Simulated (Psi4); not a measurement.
**PBE0/cc-pVQZ-DK (sfX2C, density fitting, sweep point 3) run of GeF2 (SMILES [F][Ge][F])**

What is the vertical singlet–triplet gap of GeF2 at PBE0/cc-pVQZ-DK (sfX2C, density fitting, sweep point 3)? 

The results are computed with Psi4 1.11.

## Step 1: The system as given

GeF2: 3 atoms, total charge 0, spin state singlet. As SMILES, `[F][Ge][F]`. The shape is that of a PBE0-D4/def2-TZVP optimisation.

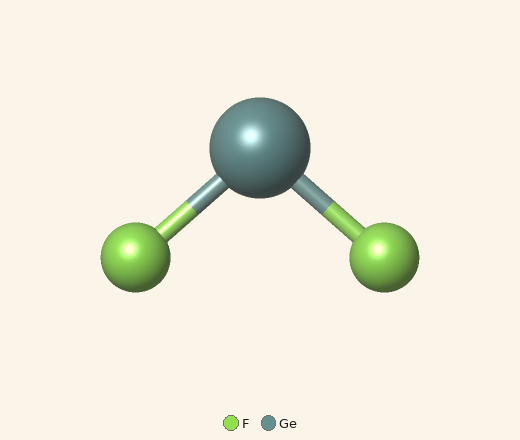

Viewed from a chosen angle; fluorine green, germanium teal.

## Step 2: The energy at PBE0/cc-pVQZ-DK (sfX2C, density fitting, sweep point 3)

calc.inp

```
memory 1600 MB

molecule {
  0 1
  F     -1.27726589    -2.08210024    -0.94013875
  Ge     1.20470040    -0.55784715     0.60509031
  F      0.05215644     2.51730417     0.31010406
  units au
  symmetry c1
}

set {
  basis                cc-pVQZ-DK
  reference            rks
  puream               true
  scf_type             df
  dft_radial_points    99
  dft_spherical_points 590
  relativistic         x2c
}

energy("pbe0")
print_variables()
```

Run with:

```bash
$ psi4 -i calc.inp -o calc.out -n 1
```

calc.out:

```text
[...]
  Running in c1 symmetry.
[...]
  Nuclear repulsion =  191.062717756746224
[...]
  Multiplicity = 1
[...]
  Nalpha       = 25
  Nbeta        = 25
[...]
    Number of basis functions: 178
[...]
    WARNING: The X2C and Dirac Hamiltonians have substatially different eigenvalues!
             This is probably caused by the recontraction of the basis set.
[...]
   @DF-RKS iter   1: -2297.18951477106157   -2.88507e+00   1.44217e-02 DIIS/ADIIS
[...]
   @DF-RKS iter   8: -2298.41393699813398   -2.16987e-08   3.15463e-07 DIIS
[...]
    Orbital Energies [Eh]
    ---------------------
    Doubly Occupied:
       1A   -404.579696     2A    -51.218881     3A    -44.733620
       4A    -44.731366     5A    -44.730626     6A    -24.767465
       7A    -24.767446     8A     -6.544898     9A     -4.544895
      10A     -4.538459    11A     -4.535438    12A     -1.280465
      13A     -1.274806    14A     -1.262835    15A     -1.260039
      16A     -1.255044    17A     -1.190734    18A     -1.159686
      19A     -0.576212    20A     -0.472955    21A     -0.447648
      22A     -0.446101    23A     -0.422013    24A     -0.409782
      25A     -0.333039
[...]
  @DF-RKS Final Energy: -2298.41393699813398
   => Energetics <=
    Nuclear Repulsion Energy =            191.0627177567462240
    One-Electron Energy =               -3582.5185772663289754
    Two-Electron Energy =                1169.1697092944737051
    DFT Exchange-Correlation Energy =     -76.1277867830247317
    Empirical Dispersion Energy =           0.0000000000000000
    VV10 Nonlocal Energy =                  0.0000000000000000
    Total Energy =                      -2298.4139369981339769
[...]
 Multipole Moments:
 ------------------------------------------------------------------------------------
     Multipole            Electronic (a.u.)      Nuclear  (a.u.)        Total (a.u.)
 ------------------------------------------------------------------------------------
 L = 1.  Multiply by 2.5417464519 to convert [e a0] to [Debye]
 Dipole X            :          3.0324198           -2.0857990            0.9466208
 Dipole Y            :         -1.1608196            0.7983941           -0.3624254
 Dipole Z            :         -0.0000000           -0.0000000           -0.0000000
 Magnitude           :                                                    1.0136287
[...]
```

Run time: 16 s. Hardware: 1 thread of AMD EPYC 7B13 (Zen 3), shared host; peak memory 1.4 GiB.

## Step 3: The triplet at the same level

f2ge.dat

```
memory 1600 mb

molecule mol {
  0 3
  F     -1.27726589    -2.08210024    -0.94013875
  Ge     1.20470040    -0.55784715     0.60509031
  F      0.05215644     2.51730417     0.31010406
  units au
  symmetry c1
}

set {
  basis                cc-pVQZ-DK
  reference            uks
  puream               true
  scf_type             df
  dft_radial_points    99
  dft_spherical_points 590
  maxiter              150
  relativistic         x2c
}

e_tot = energy("pbe0")
print_variables()
```

Run with:

```bash
$ psi4 -i f2ge.dat -o f2ge.out -n 1
```

f2ge.out:

```text
[...]
  Running in c1 symmetry.
[...]
  Nuclear repulsion =  191.062717756746224
[...]
  Multiplicity = 3
[...]
  Nalpha       = 26
  Nbeta        = 24
[...]
    Number of basis functions: 178
[...]
    WARNING: The X2C and Dirac Hamiltonians have substatially different eigenvalues!
             This is probably caused by the recontraction of the basis set.
[...]
   @DF-UKS iter   1: -2296.94230741856836   -2.63786e+00   1.46434e-02 DIIS/ADIIS
[...]
   @DF-UKS iter   9: -2298.27663365570697   -1.97713e-07   7.90449e-07 DIIS
[...]
   @S^2 Observed:                2.003639747E+00
[...]
    Orbital Energies [Eh]
    ---------------------
    Alpha Occupied:
       1A   -404.600304     2A    -51.238106     3A    -44.751936
       4A    -44.751733     5A    -44.751072     6A    -24.800260
       7A    -24.800170     8A     -6.566874     9A     -4.563474
      10A     -4.561591    11A     -4.561415    12A     -1.308795
      13A     -1.293431    14A     -1.283547    15A     -1.281849
      16A     -1.280572    17A     -1.218576    18A     -1.190428
      19A     -0.612182    20A     -0.509499    21A     -0.474244
      22A     -0.472707    23A     -0.449768    24A     -0.434030
      25A     -0.393513    26A     -0.201358
    Alpha Virtual:
[...]
  @DF-UKS Final Energy: -2298.27663365570697
   => Energetics <=
    Nuclear Repulsion Energy =            191.0627177567462240
    One-Electron Energy =               -3581.3825071505507367
    Two-Electron Energy =                1168.1501800755415843
    DFT Exchange-Correlation Energy =     -76.1070243374444289
    Empirical Dispersion Energy =           0.0000000000000000
    VV10 Nonlocal Energy =                  0.0000000000000000
    Total Energy =                      -2298.2766336557069735
[...]
 Multipole Moments:
 ------------------------------------------------------------------------------------
     Multipole            Electronic (a.u.)      Nuclear  (a.u.)        Total (a.u.)
 ------------------------------------------------------------------------------------
 L = 1.  Multiply by 2.5417464519 to convert [e a0] to [Debye]
 Dipole X            :          3.0160039           -2.0857990            0.9302049
 Dipole Y            :         -1.1547125            0.7983941           -0.3563183
 Dipole Z            :         -0.0000000           -0.0000000           -0.0000000
 Magnitude           :                                                    0.9961144
[...]
```

Run time: 23 s. Hardware: 1 thread of AMD EPYC 7B13 (Zen 3), shared host; peak memory 1.4 GiB.

## Step 4: Outcome

Level: PBE0/cc-pVQZ-DK (sfX2C, density fitting, sweep point 3).

| quantity | value |
| --- | --- |
| singlet: total energy | -2298.41394 Eh |
| singlet: dipole moment | 2.58 D |
| singlet: HOMO energy | -9.06 eV |
| singlet: LUMO energy | -2.58 eV |
| singlet: HOMO–LUMO gap | 6.48 eV |
| triplet: total energy | -2298.27663 Eh |
| triplet: dipole moment | 2.53 D |
| triplet: HOMO energy (highest over α and β) | -5.48 eV |
| triplet: ⟨S²⟩ | 2.004 |
| vertical energy of the triplet above the singlet | 3.736 eV |

At this shape the triplet lies 3.74 eV (86 kcal/mol) above the singlet.
